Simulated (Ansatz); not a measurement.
**GePH₃+ (quartet): correlated methods under varied settings**

Aim: run GePH₃+ (quartet) at one geometry under a spread of methods and options, and see what each costs and gives.

Method: the settings change from run to run; program: Ansatz 0.2.0, Gaussian basis.

29 further runs of the same task are left out: 2 for a known fault of the program, 16 that didn't finish, 11 set aside as unsound or not needed.

## (1) The geometry

The geometry is a PBE0/def2-TZVP stationary point (not a proven minimum) of the parent state, kept for this charge and spin. No spin-orbit coupling is included. The filled d shell of Ge may be among the frozen orbitals whatever the setting's name suggests; the logs give the count.

5 atoms, charge 1, spin multiplicity 4.

Atoms are counted from 1 here; the program's logs count them from 0.

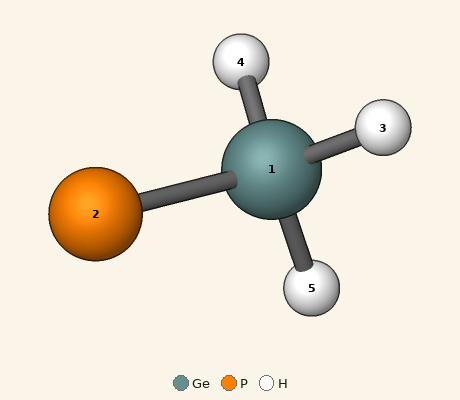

The geometry (germanium teal, phosphorus orange, hydrogen white); atoms are numbered from 1 in the order of the file.

## (2) HF/def2-SVP

The input, in.yaml:

```yaml
crystal:
  periodic: [false, false, false]
  atoms:
    - {symbol: Ge, position_ang: [-0.656484, -0.004808, 0.000881]}
    - {symbol: P, position_ang: [1.655316, 0.012124, -0.002222]}
    - {symbol: H, position_ang: [-1.195968, 1.436850, 0.003923]}
    - {symbol: H, position_ang: [-1.178396, -0.733455, 1.252326]}
    - {symbol: H, position_ang: [-1.181787, -0.729442, -1.251475]}
basis:
  gaussian: {orbitals: def2-SVP}
total_charge: 1
magnetization: {spin_polarized: false, initial_magnetization: 3}
hamiltonian: {xc: hf}
output: {orbitals: {seedname: orbitals}}
```

Run with:

```bash
ansatz run in.yaml --threads 1 --pin off --events-out ev --progress --plain --max-ram 2393MiB
```

Standard output:

```text
Functional definition: HF
  name "HF"
  cite "Fock, Z. Phys. 61, 126 (1930) doi:10.1007/BF01340294"
  parent pbe
  exchange = exact_x
  correlation = 0
627 factors; integrals over basis functions are off by at most 1.4e-3 eV
mean field evaluation 1: about -65771.9738 eV, gradient 1.0e1 eV
mean field evaluation 2: about -65771.9766 eV, gradient 1.0e1 eV
mean field evaluation 4: about -65773.1383 eV, gradient 1.7e0 eV
mean field evaluation 8: about -65773.1755 eV, gradient 1.8e-1 eV
mean field -65773.17683226 eV, -2417.1196659250 hartree, gradient 1.2e-5 eV, S^2 3.750000; 0 other end points of the search recorded, 0 dependent functions left out
reference -65773.17683226 eV, -2417.1196659250 hartree; 26, 23 occupied and 39, 42 virtual orbitals, 627 factors
Total energy: -65773.17683226 eV, -2417.1196659250 hartree
```

It took 2.9 s on 1 thread of Intel Xeon at 2.50GHz, shared host.

## (3) CASSCF(5,4)/STO-3G

Changes to in.yaml since step 2:

```diff
@@ -9,6 +9,7 @@
 basis:
-  gaussian: {orbitals: def2-SVP}
+  gaussian: {orbitals: STO-3G}
 total_charge: 1
 magnetization: {spin_polarized: false, initial_magnetization: 3}
-hamiltonian: {xc: hf}
-output: {orbitals: {seedname: orbitals}}
+hamiltonian: {pseudopotentials: {relativity: none}}
+correlation: {active_space: {window: {electrons: 5, orbitals: 4}}}
+scf: {lower_state_search: off}
```

Launched as before.

Standard output:

```text
Functional definition: HF
  name "HF"
  cite "Fock, Z. Phys. 61, 126 (1930) doi:10.1007/BF01340294"
  parent pbe
  exchange = exact_x
  correlation = 0
these checks for a lower state are left out or cut short: stability, starts, cluster_reference, orbital_swaps, neighbouring_geometries, increment
312 factors; integrals over basis functions are off by at most 2.4e-5 eV
mean field evaluation 1: about -65039.4692 eV, gradient 7.4e0 eV
mean field evaluation 2: about -65039.4737 eV, gradient 7.3e0 eV
mean field evaluation 4: about -65040.1469 eV, gradient 8.3e-1 eV
mean field evaluation 8: about -65040.1678 eV, gradient 2.2e-3 eV
mean field -65040.16782202 eV, -2390.1820816500 hartree, gradient 2.3e-6 eV, S^2 3.750000; 0 other end points of the search recorded, 0 dependent functions left out
reference -65040.16782202 eV, -2390.1820816500 hartree; 26, 23 occupied and 4, 7 virtual orbitals, 312 factors
state -65040.16782202 eV, -2390.1820816500 hartree
Total energy: -65040.16782202 eV, -2390.1820816500 hartree
Checks for a lower state left out: stability, starts, cluster_reference, orbital_swaps, neighbouring_geometries, increment
```

Wall time 0.95 s (1 thread of Intel Xeon at 2.50GHz, shared host).

From the report: 4 determinants; active occupations 2.00, 1.00, 1.00, 1.00. With so small a space the active step adds no correlation: the energy is the mean field's.

## (4) NEVPT2(3,5)/cc-pVDZ

Changes to in.yaml since step 3:

```diff
@@ -9,7 +9,6 @@
 basis:
-  gaussian: {orbitals: STO-3G}
+  gaussian: {orbitals: cc-pVDZ, fitting: {mean_field: def2-universal-jkfit}}
 total_charge: 1
 magnetization: {spin_polarized: false, initial_magnetization: 3}
-hamiltonian: {pseudopotentials: {relativity: none}}
-correlation: {active_space: {window: {electrons: 5, orbitals: 4}}}
+correlation: {method: sc_nevpt2, electrons: outside_noble_gas, active_space: {window: {electrons: 3, orbitals: 5}, states: [{multiplicity: 4, weights: [1, 0.5, 1]}]}}
 scf: {lower_state_search: off}
```

Same command.

Standard output, shortened:

```text
Functional definition: HF
  name "HF"
  cite "Fock, Z. Phys. 61, 126 (1930) doi:10.1007/BF01340294"
  parent pbe
[...]
448 factors; integrals over basis functions are off by at most 3.7e-1 eV
[...]
mean field -65782.48446258 eV, -2417.4617150302 hartree, gradient 3.0e-6 eV, S^2 3.750000; 0 other end points of the search recorded, 0 dependent functions left out
reference -65782.48446258 eV, -2417.4617150302 hartree; 26, 23 occupied and 34, 37 virtual orbitals, 448 factors
state -65782.33784764 eV, -2417.4563270306 hartree
state -65775.25631415 eV, -2417.1960854751 hartree
state -65775.24962575 eV, -2417.1958396809 hartree
state -65782.33784764 eV, -2417.4563270306 hartree; corrected -65786.83768999 eV, -2417.6216931871 hartree
state -65775.25631415 eV, -2417.1960854751 hartree; corrected -65779.79581150 eV, -2417.3629089257 hartree
state -65775.24962575 eV, -2417.1958396809 hartree; corrected -65779.83371263 eV, -2417.3643017663 hartree
an earlier search ended where averaged states of different weights were degenerate, so these states were given the mean of their weights and the orbitals were optimised with it; in the result, neighbours among these states lie up to 6.7e-3 eV apart
Total energy: -65782.62393324 eV, -2417.4668404824 hartree
Checks for a lower state left out: stability, starts, cluster_reference, orbital_swaps, neighbouring_geometries, increment
```

It took 13 s on 1 thread of Intel Xeon at 2.50GHz, shared host.

From the report: 6 determinants; active occupations (of the averaged states) 1.00, 0.70, 0.70, 0.60, 0.00.

## (5) HF/6-31G*

The input, in.yaml:

```yaml
crystal:
  periodic: [false, false, false]
  atoms:
    - {symbol: Ge, position_ang: [-0.656484, -0.004808, 0.000881]}
    - {symbol: P, position_ang: [1.655316, 0.012124, -0.002222]}
    - {symbol: H, position_ang: [-1.195968, 1.436850, 0.003923]}
    - {symbol: H, position_ang: [-1.178396, -0.733455, 1.252326]}
    - {symbol: H, position_ang: [-1.181787, -0.729442, -1.251475]}
basis:
  gaussian: {orbitals: "6-31G*"}
total_charge: 1
magnetization: {spin_polarized: false, initial_magnetization: 3}
hamiltonian: {xc: hf}
output: {orbitals: {seedname: orbitals}}
```

The command is unchanged.

Standard output:

```text
Functional definition: HF
  name "HF"
  cite "Fock, Z. Phys. 61, 126 (1930) doi:10.1007/BF01340294"
  parent pbe
  exchange = exact_x
  correlation = 0
571 factors; integrals over basis functions are off by at most 8.4e-4 eV
mean field evaluation 1: about -65773.7182 eV, gradient 9.8e0 eV
mean field evaluation 2: about -65773.7385 eV, gradient 9.8e0 eV
mean field evaluation 4: about -65774.9128 eV, gradient 1.8e0 eV
mean field evaluation 8: about -65774.9415 eV, gradient 3.7e-1 eV
mean field evaluation 16: about -65774.9477 eV, gradient 2.6e-5 eV
mean field -65774.94769271 eV, -2417.1847438464 hartree, gradient 2.6e-5 eV, S^2 3.750000; 0 other end points of the search recorded, 0 dependent functions left out
reference -65774.94769271 eV, -2417.1847438464 hartree; 26, 23 occupied and 34, 37 virtual orbitals, 571 factors
Total energy: -65774.94769271 eV, -2417.1847438464 hartree
```

It took 3.2 s on 1 thread of Intel Xeon at 2.50GHz, shared host.

## (6) CCSD(T)/cc-pVDZ

Changes to in.yaml since step 5:

```diff
@@ -9,6 +9,7 @@
 basis:
-  gaussian: {orbitals: "6-31G*"}
+  gaussian: {orbitals: cc-pVDZ}
 total_charge: 1
-magnetization: {spin_polarized: false, initial_magnetization: 3}
-hamiltonian: {xc: hf}
-output: {orbitals: {seedname: orbitals}}
+magnetization: {spin_polarized: true, initial_magnetization: 3}
+hamiltonian: {xc: {name: r2SCAN}}
+correlation: {method: ccsd_t, electrons: outside_noble_gas, diis_vectors: 2}
+scf: {omitted_lower_state_checks: [cluster_reference]}
```

The command is unchanged.

Standard output, shortened:

```text
Functional definition: r2SCAN
  name "r2SCAN"
  cite "Furness, Kaplan, Ning, Perdew & Sun, J. Phys. Chem. Lett. 11, 8208 (2020) doi:10.1021/acs.jpclett.0c02405"
  cite "Furness, Kaplan, Ning, Perdew & Sun, J. Phys. Chem. Lett. 11, 9248 (2020) doi:10.1021/acs.jpclett.0c03077"
  parent r2scan
[...]
647 factors; integrals over basis functions are off by at most 8.8e-4 eV
[...]
mean field -65842.26437569 eV, -2419.6585863170 hartree, gradient 3.6e-6 eV, S^2 3.753108; 6 other end points of the search recorded, 0 dependent functions left out
19 core orbitals not correlated: weight in the atoms' cores, before any rotation towards them, 0.999 or more for the frozen orbitals, at most 0.000 for the correlated occupied ones
reference -65781.85343240 eV, -2417.4385250990 hartree; 7, 4 occupied and 34, 37 virtual orbitals, 647 factors
second order -4.50694152 eV of doubles, -0.30140319 eV of singles
cycle   1  -5.47159277 eV  change   -6.7e-1 eV  update   6.4e-2
[...]
cycle  11  -5.73628828 eV  change    7.4e-6 eV  update   1.1e-5
perturbative correction -0.14299885 eV, -0.0052551108 hartree
Total energy: -65787.73271953 eV, -2417.6545849160 hartree
Checks for a lower state left out: cluster_reference
```

Wall time 31 s (1 thread of Intel Xeon at 2.50GHz, shared host).

From the report: ⟨S²⟩ of the determinant 3.753 (pure quartet: 3.75); correlation -5.8793 eV; T1 0.025; largest double amplitude 0.05. The orbitals are Kohn-Sham ones, so correlation energy and T1 don't compare with those on Hartree-Fock orbitals.

## (7) CASSCF(5,6)/cc-pVDZ

Changes to in.yaml since step 6:

```diff
@@ -11,5 +11,4 @@
 total_charge: 1
-magnetization: {spin_polarized: true, initial_magnetization: 3}
-hamiltonian: {xc: {name: r2SCAN}}
-correlation: {method: ccsd_t, electrons: outside_noble_gas, diis_vectors: 2}
-scf: {omitted_lower_state_checks: [cluster_reference]}
+magnetization: {spin_polarized: false, initial_magnetization: 3}
+correlation: {active_space: {window: {electrons: 5, orbitals: 6}}}
+accuracy: high
```

Launched as before.

Standard output:

```text
Functional definition: HF
  name "HF"
  cite "Fock, Z. Phys. 61, 126 (1930) doi:10.1007/BF01340294"
  parent pbe
  exchange = exact_x
  correlation = 0
1311 factors; integrals over basis functions are off by at most 4.7e-9 eV
mean field evaluation 1: about -65781.2552 eV, gradient 9.9e0 eV
mean field evaluation 2: about -65781.2687 eV, gradient 1.0e1 eV
mean field evaluation 4: about -65782.4478 eV, gradient 1.4e0 eV
mean field evaluation 8: about -65782.4851 eV, gradient 1.2e-1 eV
mean field evaluation 16: about -65782.4857 eV, gradient 1.9e-8 eV
mean field -65782.48573767 eV, -2417.4617618890 hartree, gradient 1.9e-8 eV, S^2 3.750000; 0 other end points of the search recorded, 0 dependent functions left out
reference -65782.48573767 eV, -2417.4617618890 hartree; 26, 23 occupied and 34, 37 virtual orbitals, 1311 factors
state -65783.04048959 eV, -2417.4821486461 hartree
Total energy: -65783.04048959 eV, -2417.4821486461 hartree
```

Run time: 27 s. Hardware: 1 thread of Intel Xeon at 2.50GHz, shared host.

From the report: 90 determinants; active occupations 1.97, 1.00, 1.00, 1.00, 0.02, 0.01.

## (8) The runs in one table

Where basis and cores are those of an earlier UCCSDT(Q)/cc-pVDZ run (-65788.0154 eV), and the state is the same kind, the miss against it is given.

```
                                       level         correlated  functions  energy (eV)  from UCCSDT(Q) (meV)    time
                                 HF/def2-SVP                            65  -65773.1768                         2.9 s
                          CASSCF(5,4)/STO-3G                            30  -65040.1678                        0.95 s
NEVPT2(3,5)/cc-pVDZ (mean of several states)  outside noble gas         60  -65782.6239                          13 s
                                   HF/6-31G*                            60  -65774.9477                         3.2 s
        CCSD(T)/cc-pVDZ (on r2SCAN orbitals)  outside noble gas         60  -65787.7327                 282.7    31 s
                         CASSCF(5,6)/cc-pVDZ                            60  -65783.0405                4974.9    27 s
```

## (9) What came out

| quantity | value |
| --- | --- |
| runs | 6 |
| quickest | CASSCF(5,4)/STO-3G, 0.95 s |
| slowest | CCSD(T)/cc-pVDZ (on r2SCAN orbitals), 31 s |

In words: Total energies in different bases, with other cores or another treatment of relativity can't be set against each other. CCSD(T)/cc-pVDZ (on r2SCAN orbitals) took 33 times as long as CASSCF(5,4)/STO-3G; the jobs differ in more than the method. Hartree-Fock, CASSCF and CASCI lack dynamic correlation by design. Cores frozen from Kohn-Sham orbitals shift the total energy.
